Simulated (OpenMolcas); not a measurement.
## BHF: single-point calculation (part 2 of 2)

BHF, multiplicity 4, SMILES [BH]F; CASPT2/ANO-RCC-VDZ, DKH2 (OpenMolcas 26.06). The geometry is that of the parent species in another charge or spin state. The geometry comes from this level: GFN2-xTB.

Geometry of the input (Å):
```
B  -0.3472  0.1780  -0.1802
F  0.6182  0.8141  0.4299
H  -0.2710  -0.9921  -0.2497
```

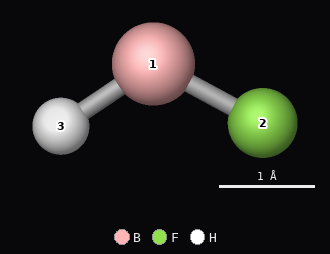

*The structure (ball-and-stick view, seen on its broad side; atoms are numbered from 1 in the order of the input).*

The program's output, continued
```
      Note: transformation to natural orbitals
      has been made, which may change the order of the CSFs.

      printout of CI-coefficients larger than  0.05 for root  1
      energy=    -124.477947
      conf/sym  111     Coeff  Weight
             1  uuu   1.00000 1.00000

      Natural orbitals and occupation numbers for root  1
      sym 1:   1.000000   1.000000   1.000000

      ************************************************************************************************************************
      *                                                    Final results                                                     *
      ************************************************************************************************************************

++    Final optimization conditions:
      ------------------------------

      Average CI energy                            -124.47794703
      RASSCF energy for state  1                   -124.47794703
      Super-CI energy                                -0.00000000
      RASSCF energy change                           -0.00000000
      Max change in MO coefficients               1.518E-05
      Max non-diagonal density matrix element     1.196E-05
      Maximum BLB matrix element                  7.047E-06
      (orbital pair   6,  11 in symmetry   1)
      Norm of electronic gradient            1.075E-05
--

      Final state energy(ies):
      ------------------------

::    RASSCF root number  1 Total energy:   -124.47794703
      Von Neumann Entropy (Root   1) =  1.50000

      Mulliken population analysis for root number:  1
      -----------------------------------------------

++    Molecular charges:
      ------------------

      Mulliken charges per centre
      ---------------------------

                B1      F2      H3
      Total    5.2892  8.6643  1.0466

      N-E     -0.2892  0.3357 -0.0466

      Total electronic charge=   15.000000

      Total            charge=   -0.000000
--

      Expectation values of various properties for root number:  1
      -----------------------------------------------------------

++    Molecular properties:
      ---------------------

      Charge (e):
                      =   -0.0000
      Dipole Moment (debye):
      Origin of the operator (angstrom)=    0.2466    0.5296    0.1913
                   X=  2.4791E+00               Y=  1.2492E+00               Z=  1.5297E+00           Total=  3.1696E+00
      Quadrupole Moment (debye*angstrom):
      Origin of the operator (angstrom)=    0.2466    0.5296    0.1913
                  XX= -1.4213E+01              XY= -2.9852E-01              XZ= -5.3347E-01              YY= -1.3250E+01
                  YZ= -1.6243E-01              ZZ= -1.3644E+01
      In traceless form (debye*angstrom)
                  XX= -7.6598E-01              XY= -4.4777E-01              XZ= -8.0021E-01              YY=  6.7861E-01
                  YZ= -2.4365E-01              ZZ=  8.7377E-02
--

      Mulliken spin population analysis for root number:  1
      ---------------------------------------------------

++    Molecular charges:
      ------------------

      Mulliken spin population per centre
      ---------------------------

                B1      F2      H3
      Total    2.0425  0.9399  0.0175

      Total electronic spin=    3.000000
--

      LoProp population analysis for root number:  1
      -----------------------------------------------

++    LoProp analysis:
      ----------------

++    Static properties:
      ------------------

      LoProp Charges per center

                   B1       F2       H3
      Nuclear      5.0000   9.0000   1.0000
      Electronic  -5.3792  -8.6170  -1.0038

      Total       -0.3792   0.3830  -0.0038
--

      Natural Bond Order analysis for root number:  1

++    Natural Bond Order analysis
      ---------------------------
      Based on LoProp computed density
      -------------------------------------------------------------------------------------
      Atom A       Atom B       Bond Order
      -------------------------------------------------------------------------------------
      NBO located      0.993 non-bonded electrons on atom B1
      NBO located      0.999 non-bonded electrons on atom F2
      NBO located      1.008 non-bonded electrons on atom F2
      The remaining    4.704 electrons are to be considered as diffuse
--

--

      Average orbitals are written to the RASORB file
      Natural orbitals for root   1 are written to the RASORB.1 file
      Spin density orbitals for root   1 are written to the SPDORB.1 file

--- Stop Module: rasscf /rc=_RC_ALL_IS_WELL_ ---

--- Start Module: caspt2 ---

                                              &CASPT2

                       available to each process: 1.9 GB of memory, 1 thread

++    Wave function specifications:
      -----------------------------

      Number of closed shell electrons           8
      Number of electrons in active shells       3
      Max number of holes in RAS1 space          0
      Max number of electrons in RAS3 space      0
      Number of inactive orbitals                4
      Number of active orbitals                  3
      Number of secondary orbitals              11
      Spin quantum number                      1.5
      State symmetry                             1
      Number of CSFs                             1
      Number of CASSCF root(s) available         1
      CASPT2 state passed to geometry opt.       1
      A file JOBMIX will be created
      This is a high spin open shell RHF reference function
--

++    Orbital specifications:
      -----------------------

      Symmetry species                           1
                                                 a
      Frozen orbitals                            2
      Inactive orbitals                          4
      Active orbitals                            3
      Secondary orbitals                        11
      Deleted orbitals                           0
      Number of basis functions                 20
--

++    CASPT2 specifications:
      ----------------------

      Type of calculation                        SS-CASPT2
      Fock operator                              state-specific
      IPEA shift                                 0.00
      Real shift                                 0.00
      Imaginary shift                            0.30
      The input orbitals will be transformed to quasi-canonical
--

--------------------------------------------------------------------------------
 Estimated memory requirements:
  POLY3 :                   250087
  RHS:                      252403
  SIGMA :                   253168
  PRPCTL:                        0
 Available workspace:    232491734

++ CASPT2 computation for group   1

********************************************************************************
 Multi-State initialization phase begins for group   1
--------------------------------------------------------------------------------
********************************************************************************
 Compute H0 matrices for state    1
--------------------------------------------------------------------------------
--------------------------------------------------------------------------------
 H0 matrices have been computed.

********************************************************************************
  CASPT2 EQUATION SOLUTION
--------------------------------------------------------------------------------

  Total nr of CASPT2 parameters:
   Before reduction:        4806
   After  reduction:        3638

 Variance of |WF0>:       0.3320157926

 The contributions to the second order correlation energy in atomic units.
-----------------------------------------------------------------------------------------------------------------------------
  IT.      VJTU        VJTI        ATVX        AIVX        VJAI        BVAT        BJAT        BJAI        TOTAL       RNORM
-----------------------------------------------------------------------------------------------------------------------------
   1    -0.000000   -0.000111   -0.000000   -0.005412   -0.004404   -0.002646   -0.026969   -0.057690   -0.097231    0.001334
   2     0.000000   -0.000111   -0.000000   -0.005423   -0.004407   -0.002669   -0.027037   -0.057694   -0.097340    0.000093
   3     0.000000   -0.000111   -0.000000   -0.005423   -0.004408   -0.002669   -0.027037   -0.057694   -0.097341    0.000010
-----------------------------------------------------------------------------------------------------------------------------

  FINAL CASPT2 RESULT:

      Reference energy:        -124.4779470292
      E2 (Non-variational):      -0.0973403600
      Shift correction:          -0.0013468978
      E2 (Variational):          -0.0986872577
      Total energy:            -124.5766342869
      Residual norm:              0.0000007296
      Reference weight:           0.96714

      Contributions to the CASPT2 correlation energy
      Active & Virtual Only:         -0.0026689358
      One Inactive Excited:          -0.0324596058
      Two Inactive Excited:          -0.0622118183

++ Denominators, etc.
--------------------------------------------------------------------------------------------------------------
 Report on small energy denominators, large coefficients, and large energy contributions.
CASE  SYMM ACTIVE-MIX  NON-ACTIVE INDICES          DENOMINATOR     RHS VALUE       COEFFICIENT     CONTRIBUTION
VJTU     1  Mu1.0001  In1.006                      -0.01767979     -0.00000000     -0.00000000      0.00000000
ATVX     1  Mu1.0001  Se1.010                       0.17330777      0.00000000     -0.00000000     -0.00000000
ATVX     1  Mu1.0002  Se1.010                       0.25059136      0.00000039     -0.00036745     -0.00000000
ATVX     1  Mu1.0001  Se1.011                       0.24467616      0.00000000     -0.00000000     -0.00000000
AIVX     1  Mu1.0001  In1.006 Se1.010               0.15562799     -0.00130992      0.00152869     -0.00000200
AIVX     1  Mu1.0002  In1.006 Se1.010               0.23291158      0.00000000     -0.00000000     -0.00000000
AIVX     1  Mu1.0001  In1.006 Se1.011               0.22699637      0.00236925     -0.00387517     -0.00000918
BVATM    1  Mu1.0001  Se1.013 Se1.012               1.09758793     -0.03098814      0.02664357     -0.00082563
BVATM    1  Mu1.0001  Se1.014 Se1.013               1.23679898      0.03468284     -0.02660885     -0.00092287
BJATM    1  Mu1.0003  In1.004 Se1.017 Se1.015       3.00209211     -0.08106386      0.02698491     -0.00218750
BJAIP    1  Se1.015 In1.004 Se1.015 In1.004         3.32351991      0.10166325     -0.03035346     -0.00308583
BJAIP    1  Se1.019 In1.006 Se1.019 In1.006         2.90327282      0.08811759     -0.03006951     -0.00264965
BJAIM    1  Se1.015 In1.004 Se1.017 In1.005         3.41297314      0.09501142     -0.02763759     -0.00262589
--

   (Skipping property calculation,
    use PROP keyword to activate)
--

  Total CASPT2 energies:
::    CASPT2 Root  1     Total energy:   -124.57663429

  A NEW JOBIPH FILE NAMED 'JOBMIX' IS PREPARED.
********************************************************************************
--- Stop Module: caspt2 /rc=_RC_ALL_IS_WELL_ ---

.##################.
.# Happy landing! #.
.##################.

    Timing: Wall=1.81 User=1.36 System=0.44
```

Results in brief

```csv
quantity,value
outcome,converged
total energy,−124.576634 hartree
CASSCF energy,−124.477947 hartree
basis functions,20
wall time,2 s
peak memory,0.37 GiB
```
